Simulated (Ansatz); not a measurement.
**Geometry relaxation of SiHO (charge +1)**

The run: geometry relaxation of SiHO, charge +1. Method and program: RHF-CCSD(T), frozen core/cc-pV(T+d)Z (Ansatz 0.2.0).

Figures and captions count atoms from 1; the log counts them from 0 in places.

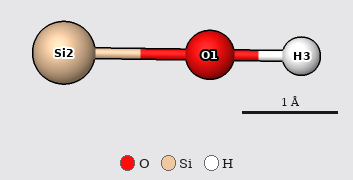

Figure 1. The input geometry (ball-and-stick view, seen at a tilt; atoms are numbered from 1 in the order of the input). Bond lengths as drawn: H–O 0.96 Å and O–Si 1.54 Å.

## Summary

| quantity | value |
| --- | --- |
| outcome | converged |
| total energy | −9918.9250 eV |
| mean-field energy | −9909.7547 eV |
| CCSD correlation | −8.8352 eV |
| (T) correction | −0.3351 eV |
| T1 diagnostic | 0.017 |
| SCF solution under orbital rotations | stable |
| largest force (length of the vector) at the end | under 0.001 eV/Å |
| hardware | 2 threads of Intel Xeon (Sapphire Rapids), 64 GiB of memory available, shared host |
| wall time | 9.6 s (CPU time 18 s) |
| peak memory | 0.32 GiB |

## The input
```yaml
crystal:
  periodic: [false, false, false]
  atoms:
    - { symbol: O, position_ang: [0.0, 0.0, -0.19164407] }
    - { symbol: Si, position_ang: [0.0, 0.0, 1.34616455] }
    - { symbol: H, position_ang: [0.0, 0.0, -1.15451048] }
total_charge: 1
basis:
  gaussian: { orbitals: "cc-pV(T+d)Z.json" }
correlation:
  method: ccsd_t
relax:
  f_tol: 0.002
  max_steps: 40
```

Run as:
```bash
ansatz run input.yaml --threads 2 --pin off --max-ram 5120MiB --backend cpu --events-out ev --progress --plain --runs-dir out
```

## What the program printed
```
The last accepted step is kept in [file] (removed where the run ends without a failure and the disk answers)
Engine: ansatz 0.2.0, x86_64-unknown-linux-gnu
Functional definition: HF
  exchange = exact_x
  correlation = 0
583 factors; integrals over basis functions are off by at most 5.1e-4 eV
mean field evaluation 1: about -9900.7962 eV, gradient 7.4e1 eV
mean field evaluation 2: about -9900.7968 eV, gradient 7.4e1 eV
mean field evaluation 4: about -9909.6999 eV, gradient 4.3e0 eV
mean field evaluation 8: about -9909.7581 eV, gradient 3.6e-4 eV
mean field evaluation 16: about -9909.7572 eV, gradient 2.5e-1 eV
mean field -9909.75809714 eV, -364.1768929947 hartree, gradient 1.6e-6 eV, S^2 0.000000; 0 other end points of the search recorded, 0 dependent functions left out
6 core orbitals not correlated: weight in the atoms' cores, before any rotation towards them, 1.000 or more for the frozen orbitals, at most 0.000 for the correlated occupied ones
reference -9909.75809714 eV, -364.1768929947 hartree; 5, 5 occupied and 72, 72 virtual orbitals, 583 factors
second order -8.49144777 eV of doubles, -0.00000000 eV of singles
cycle   1  -8.50737234 eV  change   -1.6e-2 eV  update   8.3e-2
cycle   2  -8.76217838 eV  change   -2.5e-1 eV  update   2.9e-2
cycle   3  -8.84640576 eV  change   -8.4e-2 eV  update   1.7e-2
cycle   4  -8.83228668 eV  change    1.4e-2 eV  update   3.1e-3
cycle   5  -8.83237499 eV  change   -8.8e-5 eV  update   1.3e-3
cycle   6  -8.83262752 eV  change   -2.5e-4 eV  update   4.1e-4
cycle   7  -8.83237869 eV  change    2.5e-4 eV  update   1.4e-4
cycle   8  -8.83239113 eV  change   -1.2e-5 eV  update   4.0e-5
cycle   9  -8.83240151 eV  change   -1.0e-5 eV  update   9.8e-6
cycle  10  -8.83239711 eV  change    4.4e-6 eV  update   2.5e-6
perturbative correction -0.33437761 eV, -0.0122881505 hartree
the calculation of the forces begins
relax step   1: F+E_penalty+E_count = -9918.92487186 eV  Δ(F+E_penalty+E_count) = +0.000e0 eV  max|allowed force component| = 1.136e-1 eV/Å  Δτ_max = 0.0000 Å  (48 SCF iters, accepted)
these checks for a lower state are left out or cut short: starts, cluster_reference, orbital_swaps, neighbouring_geometries, increment
583 factors; integrals over basis functions are off by at most 5.1e-4 eV
mean field -9909.75626575 eV, -364.1768256924 hartree, gradient 1.6e-6 eV, S^2 0.000000; 0 other end points of the search recorded, 0 dependent functions left out
6 core orbitals not correlated: weight in the atoms' cores, before any rotation towards them, 1.000 or more for the frozen orbitals, at most 0.000 for the correlated occupied ones
reference -9909.75626575 eV, -364.1768256924 hartree; 5, 5 occupied and 72, 72 virtual orbitals, 583 factors
second order -8.49354404 eV of doubles, -0.00000000 eV of singles
cycle   1  -8.50848269 eV  change   -1.5e-2 eV  update   8.3e-2
cycle   2  -8.76352292 eV  change   -2.6e-1 eV  update   2.9e-2
cycle   3  -8.84799219 eV  change   -8.4e-2 eV  update   1.7e-2
cycle   4  -8.83384279 eV  change    1.4e-2 eV  update   3.1e-3
cycle   5  -8.83392707 eV  change   -8.4e-5 eV  update   1.4e-3
cycle   6  -8.83418276 eV  change   -2.6e-4 eV  update   4.1e-4
cycle   7  -8.83393169 eV  change    2.5e-4 eV  update   1.4e-4
cycle   8  -8.83394393 eV  change   -1.2e-5 eV  update   4.0e-5
cycle   9  -8.83395468 eV  change   -1.1e-5 eV  update   9.9e-6
cycle  10  -8.83395087 eV  change    3.8e-6 eV  update   2.5e-6
perturbative correction -0.33476484 eV, -0.0123023808 hartree
the calculation of the forces begins
relax step   2: F+E_penalty+E_count = -9918.92498145 eV  Δ(F+E_penalty+E_count) = -1.096e-4 eV  max|allowed force component| = 5.830e-2 eV/Å  Δτ_max = 0.0009 Å  (29 SCF iters, accepted)
these checks for a lower state are left out or cut short: starts, cluster_reference, orbital_swaps, neighbouring_geometries, increment
583 factors; integrals over basis functions are off by at most 5.0e-4 eV
mean field evaluation 32: about -9909.7547 eV, gradient 9.1e-6 eV
mean field -9909.75469497 eV, -364.1767679672 hartree, gradient 1.4e-6 eV, S^2 0.000000; 0 other end points of the search recorded, 0 dependent functions left out
6 core orbitals not correlated: weight in the atoms' cores, before any rotation towards them, 1.000 or more for the frozen orbitals, at most 0.000 for the correlated occupied ones
reference -9909.75469497 eV, -364.1767679672 hartree; 5, 5 occupied and 72, 72 virtual orbitals, 583 factors
second order -8.49526370 eV of doubles, -0.00000000 eV of singles
cycle   1  -8.50935292 eV  change   -1.4e-2 eV  update   8.3e-2
cycle   2  -8.76458542 eV  change   -2.6e-1 eV  update   2.9e-2
cycle   3  -8.84928377 eV  change   -8.5e-2 eV  update   1.7e-2
cycle   4  -8.83510701 eV  change    1.4e-2 eV  update   3.1e-3
cycle   5  -8.83518672 eV  change   -8.0e-5 eV  update   1.4e-3
cycle   6  -8.83544471 eV  change   -2.6e-4 eV  update   4.1e-4
cycle   7  -8.83519219 eV  change    2.5e-4 eV  update   1.4e-4
cycle   8  -8.83520477 eV  change   -1.3e-5 eV  update   4.0e-5
cycle   9  -8.83521514 eV  change   -1.0e-5 eV  update   9.9e-6
cycle  10  -8.83521172 eV  change    3.4e-6 eV  update   2.5e-6
perturbative correction -0.33510940 eV, -0.0123150432 hartree
the calculation of the forces begins
relax step   3: F+E_penalty+E_count = -9918.92501609 eV  Δ(F+E_penalty+E_count) = -3.463e-5 eV  max|allowed force component| = 2.200e-4 eV/Å  Δτ_max = 0.0008 Å  (29 SCF iters, accepted)
583 factors; integrals over basis functions are off by at most 5.0e-4 eV
mean field -9909.75469497 eV, -364.1767679672 hartree, gradient 1.4e-6 eV, S^2 0.000000; 1 other end points of the search recorded, 0 dependent functions left out
6 core orbitals not correlated: weight in the atoms' cores, before any rotation towards them, 1.000 or more for the frozen orbitals, at most 0.000 for the correlated occupied ones
reference -9909.75469497 eV, -364.1767679672 hartree; 5, 5 occupied and 72, 72 virtual orbitals, 583 factors
second order -8.49526370 eV of doubles, -0.00000000 eV of singles
cycle   1  -8.50935292 eV  change   -1.4e-2 eV  update   8.3e-2
cycle   2  -8.76458542 eV  change   -2.6e-1 eV  update   2.9e-2
cycle   3  -8.84928377 eV  change   -8.5e-2 eV  update   1.7e-2
cycle   4  -8.83510701 eV  change    1.4e-2 eV  update   3.1e-3
cycle   5  -8.83518672 eV  change   -8.0e-5 eV  update   1.4e-3
cycle   6  -8.83544471 eV  change   -2.6e-4 eV  update   4.1e-4
cycle   7  -8.83519219 eV  change    2.5e-4 eV  update   1.4e-4
cycle   8  -8.83520476 eV  change   -1.3e-5 eV  update   4.0e-5
cycle   9  -8.83521515 eV  change   -1.0e-5 eV  update   9.9e-6
cycle  10  -8.83521173 eV  change    3.4e-6 eV  update   2.5e-6
perturbative correction -0.33510940 eV, -0.0123150432 hartree
the calculation of the forces begins
mean field evaluation 64: about -9909.7547 eV, gradient 1.4e-6 eV
```

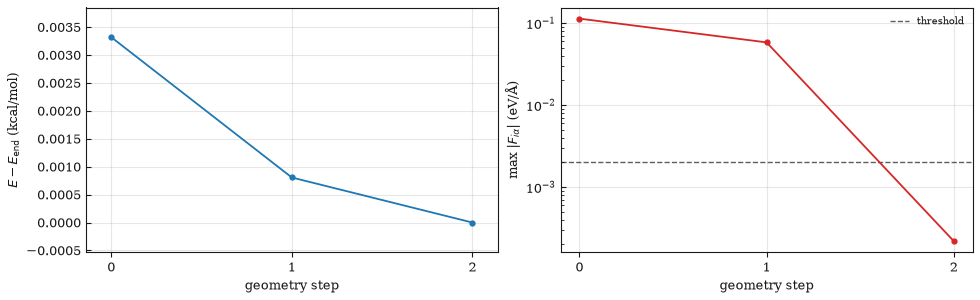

Figure 2. Progress of the relaxation, step by step (the first geometry is step 0 here and step 1 in the log). Over 2 geometry steps the energy falls by next to nothing (0.0 kcal/mol). Largest force component: 0.11 eV/Å at the start, 0.00022 eV/Å at the end. No atom moves by more than 0.005 Å after the best rigid fit.

```
Total energy: -9918.92501610 eV, -364.5137710527 hartree
Atom 0 at     0.000000     0.000000    -0.192112 Å, force    -0.000000    -0.000000     0.000071 eV/Å
Atom 1 at     0.000000    -0.000000     1.347926 Å, force    -0.000000    -0.000000     0.000149 eV/Å
Atom 2 at    -0.000000     0.000000    -1.155804 Å, force     0.000000    -0.000000    -0.000220 eV/Å
Dipole moment:     0.000000     0.000000     0.039756 e Å
```

## Trajectory as extended XYZ (Å, eV, eV/Å), 3 frames, from step=1 to step=3
```
3
Properties=species:S:1:pos:R:3:forces:R:3 step=1 energy=-9918.92487
O     0.0000    0.0000   -0.1916    0.0000   0.0000  -0.0714
Si    0.0000    0.0000    1.3462    0.0000   0.0000   0.1136
H     0.0000    0.0000   -1.1545    0.0000   0.0000  -0.0422
3
Properties=species:S:1:pos:R:3:forces:R:3 step=2 energy=-9918.92498
O     0.0000    0.0000   -0.1918    0.0000   0.0000  -0.0479
Si    0.0000    0.0000    1.3471    0.0000   0.0000   0.0583
H     0.0000    0.0000   -1.1553    0.0000   0.0000  -0.0104
3
Properties=species:S:1:pos:R:3:forces:R:3 step=3 energy=-9918.92502
O     0.0000    0.0000   -0.1921    0.0000   0.0000   0.0001
Si    0.0000    0.0000    1.3479    0.0000   0.0000   0.0001
H     0.0000    0.0000   -1.1558    0.0000   0.0000  -0.0002
```
